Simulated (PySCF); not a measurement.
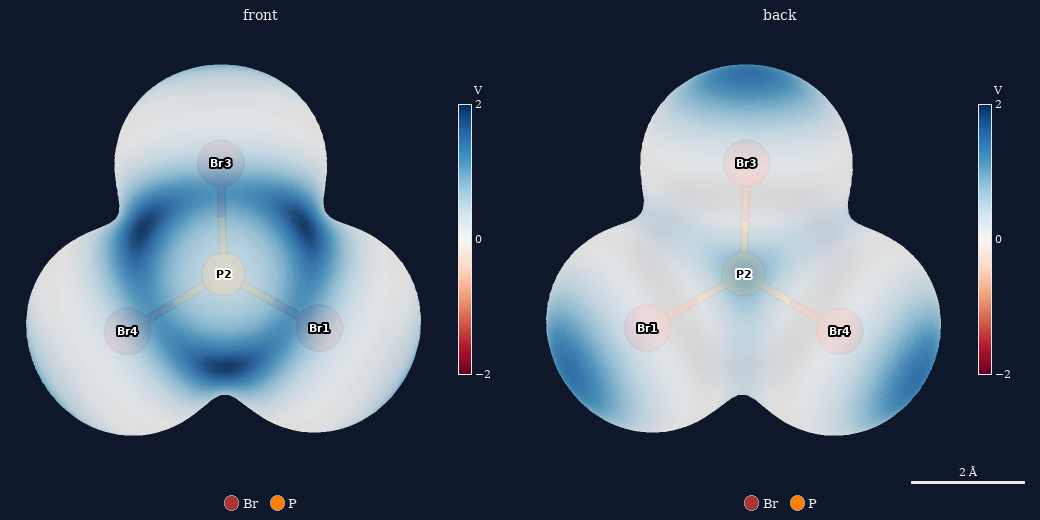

Br$_{3}$P (Phosphorus tribromide). The electrostatic potential painted on the density surface at 0.004 e/bohr³, seen from the front and from behind; the colour scale runs from red (negative) to blue (positive).

Geometry: GFN2-xTB.

Theory: PySCF 2.14.0, CAM-B3LYP/def2-SVPD, SCF density, gas phase.

Question: Describe the electrostatic potential map.

Answer: The most negative region (about −0.1 V) lies over Br1, Br3 and Br4, the most positive (about +1.9 V) over P2. Br1 shows a σ-hole: about +1.5 V at the tip opposite its bond, against about 0.0 V on its flanks. Br3 shows a σ-hole: about +1.5 V at the tip opposite its bond, against about 0.0 V on its flanks. Br4 shows a σ-hole: about +1.5 V at the tip opposite its bond, against about 0.0 V on its flanks.

Question: How polar is the molecule by this calculation?

Answer: Its dipole moment is 0.41 D.
